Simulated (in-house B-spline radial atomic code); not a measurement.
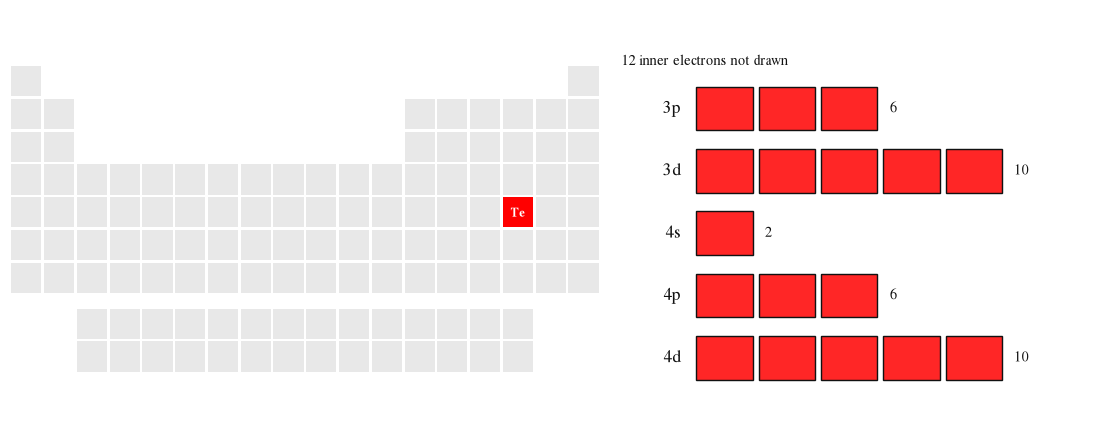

Left, the place of tellurium in the periodic table; right, the outer shells of the closed core: a box for each of the 2l + 1 orbitals, shaded by the share of the shell that is filled, with the electron count at the right.

# Te⁴⁺: many-body perturbation calculation

System: Te⁴⁺, core [Kr] 4d10.
Method: configuration interaction of two valence electrons with many-body perturbation theory for the core (screened one- and two-electron correlation potentials), Breit and QED, no-pair Dirac, B-spline basis (in-house B-spline radial atomic code).

## The input
```
basis_form = 3
Z = 52
core_configuration = [Kr] 4d10
rms_radius = 4.7423
mass_number = 130
speed_of_light = 137.035999084
box_radius = 15.0
lmax = 6
intervals = 63
virtual_cutoff = 5408.0
```

Hardware: 1 CPU thread, shared host.

Launched within a batch (the task file carries these settings):
```bash
python <driver script> task.json out
```

The program writes its results to a structured record and prints no log; tables and figures of this report are taken from that record.

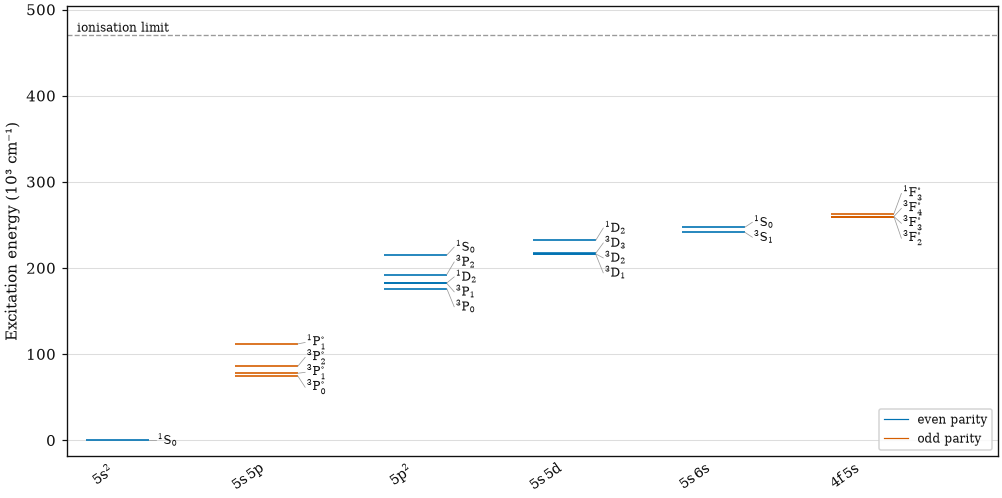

Levels of Te⁴⁺, two electrons outside the core [Kr] 4d¹⁰. CI+MBPT: configuration interaction in the frozen-core Dirac–Hartree–Fock potential with screened core-valence correlation, Breit and QED terms; computed with a B-spline radial code. The lowest level is 5s² ¹S₀. The first excited level, 5s 5p ³P°₀, lies at 74,800 cm⁻¹. It is also the lowest level of opposite parity. The ionisation energy is 58.39 eV, against 56.93 eV from CI without core-valence correlation and a measured value of 59.30 eV.

| Level | E (cm⁻¹) |
| --- | --- |
| 5s² ¹S₀ | 0 |
| 5s 5p ³P°₀ | 74,840 |
| 5s 5p ³P°₁ | 77,770 |
| 5s 5p ³P°₂ | 85,750 |
| 5s 5p ¹P°₁ | 111,800 |
| 5p² ³P₀ | 176,100 |
| 5p² ³P₁ | 182,300 |
| 5p² ¹D₂ | 182,600 |
| 5p² ³P₂ | 192,400 |
| 5p² ¹S₀ | 214,900 |
| 5s 5d ³D₁ | 215,800 |
| 5s 5d ³D₂ | 216,300 |
| 5s 5d ³D₃ | 217,200 |
| 5s 5d ¹D₂ | 232,200 |
| 5s 6s ³S₁ | 241,400 |
| 5s 6s ¹S₀ | 247,400 |

## Key numbers

- outcome: converged
- wall time: 1.9 min
